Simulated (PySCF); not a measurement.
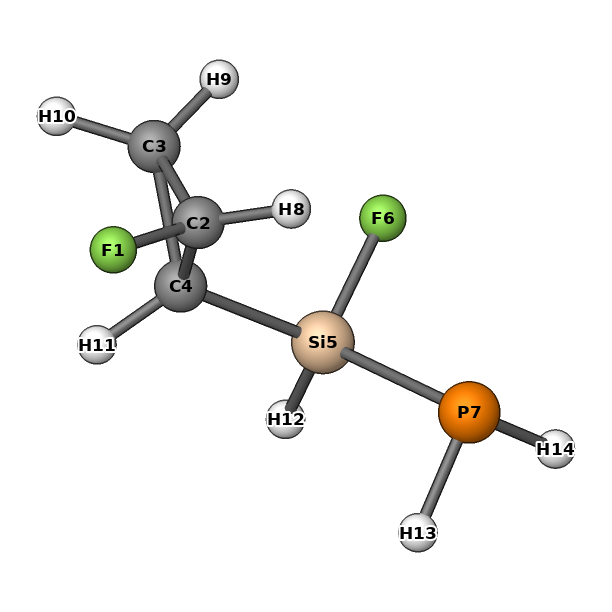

The questions are on isotropic NMR shieldings of the F atoms. Geometry: an image of a reaction path computed with GFN2-xTB, not a minimum. Level of theory: GIAO PBE0/pcSseg-1 NMR shielding, non-relativistic, gas phase (PySCF 2.14.0).

Give the isotropic NMR shieldings of the F atoms atom by atom.

| atom | σ (ppm) |
| --- | --- |
| F1 | 397.4 |
| F6 | 380.8 |
